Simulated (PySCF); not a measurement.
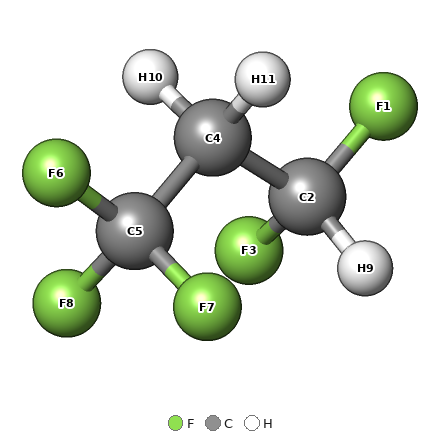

C₃H₃F₅ (1,1,1,3,3-pentafluoropropane), SMILES FC(F)CC(F)(F)F. Vertical core-electron binding energies by ΔSCF (SCAN, def2-TZVP on the ionised atom, pcseg-1 elsewhere, spin-free X2C; PySCF, at a PBE0-D3(BJ)/def2-SVP geometry (no frequency check)), gas phase, against the vacuum level. One atom of each kind was ionised; within a panel, areas follow the number of like atoms, Gaussians of 1.0 eV full width. Only the regions named are shown.

Predict the C 1s photoelectron lines.

Answer.
| level | atoms | binding energy (eV) |
| --- | --- | --- |
| C 1s | C5 | 299.1 |
| C 1s | C2 | 296.8 |
| C 1s | C4 | 292.9 |

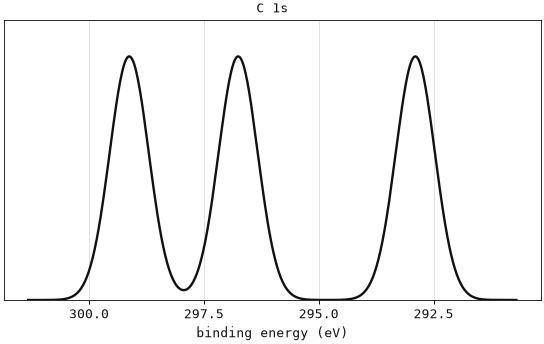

Caveats: one conformer of a flexible molecule.
